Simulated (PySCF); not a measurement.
**C$_{6}$H$_{14}$N$_{2}$Si$_{2}$: a changed input and its effect**

System: C$_{6}$H$_{14}$N$_{2}$Si$_{2}$.
Method of the first run: GIAO wB97X-D/pcSseg-1 NMR shielding, non-relativistic, gas phase (PySCF 2.14.0).

The geometry comes from this level: PBE0-D3(BJ)/def2-SVP. Text and figures count atoms from 1; the logs count them from 0 in places.

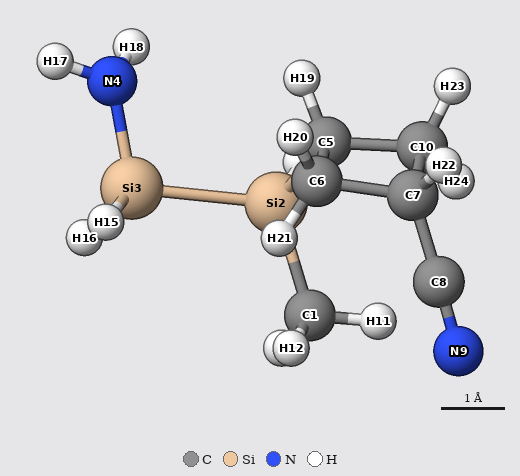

**Figure 1.** The input geometry (ball-and-stick view, seen at a tilt; atoms are numbered from 1 in the order of the input).

## The input, the first run
```
{"job": {"kind": "nmr", "xc": "wB97X-D", "basis": "pcSseg-1", "pop": false}, "charge": 0, "multiplicity": 1}
C     -0.508159    -1.920126     0.926598
Si    -1.034322    -0.645309    -0.354521
Si    -2.497875     0.961944     0.522823
N     -2.845978     2.072820    -0.777396
C      0.441232     0.319133    -1.053382
C      1.377511     0.965430    -0.000790
C      2.529393     0.021605    -0.446140
C      2.916910    -0.977842     0.533599
N      3.196577    -1.781457     1.319678
C      1.633320    -0.504136    -1.602101
H      0.214179    -2.638920     0.510022
H     -0.034525    -1.447362     1.800384
H     -1.383474    -2.486502     1.280303
H     -1.707412    -1.341159    -1.504482
H     -1.816418     1.751360     1.599547
H     -3.690331     0.314563     1.177607
H     -3.309632     2.948687    -0.556777
H     -3.230777     1.688849    -1.634575
H      0.034315     1.046169    -1.773357
H      1.604791     2.022936    -0.193349
H      1.084793     0.869145     1.055483
H      3.439124     0.543342    -0.779966
H      1.988977    -0.170743    -2.587088
H      1.514990    -1.597221    -1.634601
```

The first line tells a small driver script what to run in PySCF; the rest is the geometry in Å.

Command:
```bash
OMP_NUM_THREADS=1 python <driver script> task.json out
```

Hardware: 1 CPU thread, shared host.

## Output (the first run)
```
coarse grid: 20568 points
cycle   1  E = -925.1897971669  dE =  1.155e+00  |g| = 6.413e-01  |ddm| = 4.422e+00
cycle   2  E = -925.1255260395  dE =  6.427e-02  |g| = 8.991e-01  |ddm| = 1.216e+00
cycle   3  E = -925.2926774163  dE = -1.672e-01  |g| = 1.108e-01  |ddm| = 6.553e-01
cycle   4  E = -925.2948818734  dE = -2.204e-03  |g| = 5.904e-02  |ddm| = 1.136e-01
cycle   5  E = -925.2956296338  dE = -7.478e-04  |g| = 8.470e-03  |ddm| = 6.151e-02
cycle   6  E = -925.2956471135  dE = -1.748e-05  |g| = 2.914e-03  |ddm| = 1.174e-02
cycle   7  E = -925.2956495233  dE = -2.410e-06  |g| = 6.717e-04  |ddm| = 5.025e-03
final grid: 188296 points
cycle   8  E = -925.3630732184  dE = -2.519e-04  |g| = 7.722e-03  |ddm| = 5.553e-02
cycle   9  E = -925.3630737042  dE = -4.858e-07  |g| = 8.300e-03  |ddm| = 1.400e-02
cycle  10  E = -925.3630869509  dE = -1.325e-05  |g| = 1.596e-03  |ddm| = 5.673e-03
cycle  11  E = -925.3630873505  dE = -3.996e-07  |g| = 8.910e-04  |ddm| = 1.735e-03
cycle  12  E = -925.3630875343  dE = -1.838e-07  |g| = 1.463e-04  |ddm| = 9.492e-04
cycle  13  E = -925.3630875396  dE = -5.302e-09  |g| = 4.054e-05  |ddm| = 2.167e-04
cycle  14  E = -925.3630875402  dE = -6.216e-10  |g| = 1.553e-05  |ddm| = 9.946e-05
converged SCF energy = -925.3630875402

GIAO shielding tensors (ppm)
atom      isotropic    diamagn.    paramagn.     s11        s22        s33       span
  0 C      195.725     256.499     -60.775    187.480    193.411    206.284     18.804
  1 Si     389.815     883.254    -493.439    354.978    393.606    420.862     65.884
  2 Si     404.016     880.528    -476.512    350.685    380.802    480.563    129.878
  3 N      267.739     315.391     -47.652    231.256    264.980    306.980     75.725
  4 C      171.886     254.462     -82.576    155.612    171.463    188.581     32.969
  5 C      157.750     248.159     -90.409    143.280    151.763    178.208     34.928
  6 C      165.036     260.266     -95.231    156.555    165.651    172.901     16.346
  7 C       55.092     261.507    -206.415    -66.353    -62.734    294.362    360.715
  8 N      -41.026     339.783    -380.809   -204.718   -191.892    273.532    478.250
  9 C      156.889     250.711     -93.822    142.238    151.708    176.721     34.482
 10 H       30.524      33.042      -2.518     25.795     28.379     37.397     11.601
 11 H       30.899      34.590      -3.691     27.141     28.513     37.043      9.903
 12 H       31.192      30.495       0.697     25.970     28.180     39.426     13.457
 13 H       27.403      31.299      -3.896     24.621     24.988     32.599      7.978
 14 H       26.798      30.860      -4.061     24.131     26.280     29.984      5.853
 15 H       26.613      29.161      -2.548     22.188     25.681     31.969      9.781
 16 H       31.413      27.761       3.652     23.332     26.814     44.093     20.761
 17 H       31.928      30.742       1.186     24.361     29.028     42.394     18.032
 18 H       29.390      34.374      -4.984     24.473     29.025     34.672     10.200
 19 H       28.780      32.069      -3.289     25.052     27.028     34.261      9.209
 20 H       29.487      33.577      -4.090     26.616     28.742     33.104      6.488
 21 H       28.712      28.908      -0.196     23.537     27.809     34.791     11.254
 22 H       28.759      30.904      -2.145     25.219     26.439     34.620      9.401
 23 H       29.423      31.730      -2.307     26.379     28.056     33.835      7.455
```

For the second run the input was changed thus:
```diff
-"xc": "wB97X-D"
+"xc": "PBE0"
-"pop": false
```

How does the second run compare with the first run?

The total energies belong to different methods, so their difference says nothing on which is more stable or more accurate. The HOMO goes from −9.11 to −7.25 eV. The LUMO goes from 1.74 to 0.00 eV. The dipole moment goes from 4.71 to 4.66 D. Of all shieldings, the largest change is that of C5, by −1.4 ppm. The functional changes from wB97X-D to PBE0. The number of SCF iterations is the same.

## Output (the second run)
```
coarse grid: 20568 points
cycle   1  E = -924.6734545931  dE =  8.877e-01  |g| = 6.424e-01  |ddm| = 4.474e+00
cycle   2  E = -924.5092947080  dE =  1.642e-01  |g| = 1.083e+00  |ddm| = 1.476e+00
cycle   3  E = -924.7605963792  dE = -2.513e-01  |g| = 2.351e-01  |ddm| = 9.664e-01
cycle   4  E = -924.7718751416  dE = -1.128e-02  |g| = 6.644e-02  |ddm| = 1.984e-01
cycle   5  E = -924.7728156188  dE = -9.405e-04  |g| = 1.509e-02  |ddm| = 7.119e-02
cycle   6  E = -924.7728640708  dE = -4.845e-05  |g| = 4.981e-03  |ddm| = 1.838e-02
cycle   7  E = -924.7728699996  dE = -5.929e-06  |g| = 7.902e-04  |ddm| = 5.662e-03
final grid: 188296 points
cycle   8  E = -924.8282140158  dE = -4.542e-05  |g| = 9.645e-03  |ddm| = 3.817e-02
cycle   9  E = -924.8281969065  dE =  1.711e-05  |g| = 1.290e-02  |ddm| = 2.016e-02
cycle  10  E = -924.8282366594  dE = -3.975e-05  |g| = 1.215e-03  |ddm| = 1.168e-02
cycle  11  E = -924.8282368821  dE = -2.226e-07  |g| = 6.917e-04  |ddm| = 1.395e-03
cycle  12  E = -924.8282369787  dE = -9.665e-08  |g| = 1.679e-04  |ddm| = 5.097e-04
cycle  13  E = -924.8282369847  dE = -5.970e-09  |g| = 4.923e-05  |ddm| = 1.756e-04
cycle  14  E = -924.8282369853  dE = -5.837e-10  |g| = 9.394e-06  |ddm| = 6.302e-05
converged SCF energy = -924.8282369853

GIAO shielding tensors (ppm)
atom      isotropic    diamagn.    paramagn.     s11        s22        s33       span
  0 C      195.806     256.024     -60.218    187.689    193.430    206.298     18.610
  1 Si     389.444     883.185    -493.740    355.935    393.511    418.887     62.951
  2 Si     403.059     880.534    -477.475    349.307    379.269    480.600    131.293
  3 N      268.161     315.108     -46.947    231.236    264.596    308.651     77.415
  4 C      170.446     253.279     -82.834    154.003    169.918    187.416     33.412
  5 C      157.045     247.871     -90.827    142.394    150.345    178.394     36.000
  6 C      164.341     259.535     -95.195    155.737    165.050    172.236     16.499
  7 C       55.833     260.815    -204.982    -64.724    -60.862    293.084    357.808
  8 N      -41.608     339.681    -381.289   -204.154   -191.289    270.618    474.772
  9 C      156.052     250.482     -94.429    140.947    150.398    176.811     35.864
 10 H       30.388      32.701      -2.314     25.649     28.161     37.353     11.704
 11 H       30.769      34.108      -3.340     26.998     28.315     36.992      9.994
 12 H       31.057      30.347       0.710     25.782     28.077     39.310     13.528
 13 H       27.239      31.163      -3.925     24.456     24.834     32.425      7.969
 14 H       26.608      30.542      -3.934     23.965     26.098     29.761      5.796
 15 H       26.371      29.017      -2.646     21.883     25.460     31.770      9.887
 16 H       31.330      27.866       3.464     23.147     26.723     44.118     20.971
 17 H       31.860      30.714       1.146     24.258     28.931     42.390     18.132
 18 H       29.150      34.021      -4.870     24.215     28.914     34.322     10.107
 19 H       28.594      31.854      -3.260     24.877     26.883     34.022      9.145
 20 H       29.307      33.032      -3.726     26.425     28.584     32.911      6.486
 21 H       28.499      28.873      -0.374     23.304     27.648     34.544     11.239
 22 H       28.564      30.797      -2.233     25.045     26.280     34.368      9.323
 23 H       29.250      31.432      -2.182     26.220     27.874     33.656      7.436
```

## The two runs side by side

```tsv
quantity	the first run	the second run
outcome	converged	converged
total energy (hartree)	−925.363088	−924.828237
HOMO (eV)	−9.11	−7.25
LUMO (eV)	1.74	0.00
dipole moment (D)	4.71	4.66
shielding of Si3 (ppm)	404.0	403.1
shielding of C5 (ppm)	171.9	170.4
shielding of C6 (ppm)	157.8	157.0
shielding of C7 (ppm)	165.0	164.3
shielding of C8 (ppm)	55.1	55.8
shielding of N9 (ppm)	−41.0	−41.6
shielding of C10 (ppm)	156.9	156.1
SCF iterations	14	14
basis functions	254	254
wall time (shared host)	2.5 min	2 min
```
